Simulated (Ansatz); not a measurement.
Where the default PAW files enter, the runs use the earlier of Ansatz's two default sets.

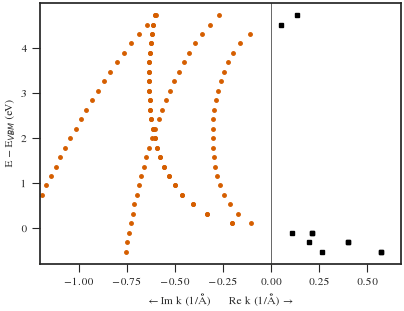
*Complex bands at the centre of the two-dimensional zone; r2SCAN (Ansatz, a program for electronic structure)*

No gap correction and no spin-orbit coupling; mid-gap values are interpolated between computed energies.

This is NaI (Fm-3m, rock salt, 2 atoms a cell, 33.3 Å³ an atom) along the normal of (001). Read off the slowest decay at the centre of the two-dimensional zone at 2.21 eV, the computed energy nearest the middle of the gap.

κ ≈ 0.30 1/Å, a decay length 1/(2κ) of the density of 1.7 Å.
